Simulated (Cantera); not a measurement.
Input: 1 mol HCl, 0.45 mol H2O, 0.12 mol O2, equilibrated at 0.00790 bar.

Cantera equilibrium calculation (NASA polynomials, part measured and part estimated; ideal gas, pure solids and liquids). Candidate condensed phases: H2O; 14 gas species. Kinetics and transport are ignored.

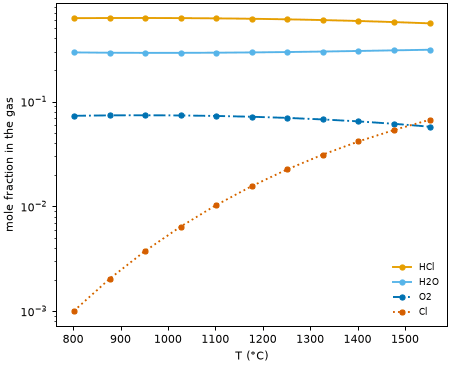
*Equilibrium gas composition (values under 1e-9 drawn at 1e-9)*

### Question
Read off the mole fractions at 1027 °C.

### Answer
HCl about 0.63, H2O about 0.29, O2 about 0.074, Cl about 0.0064.
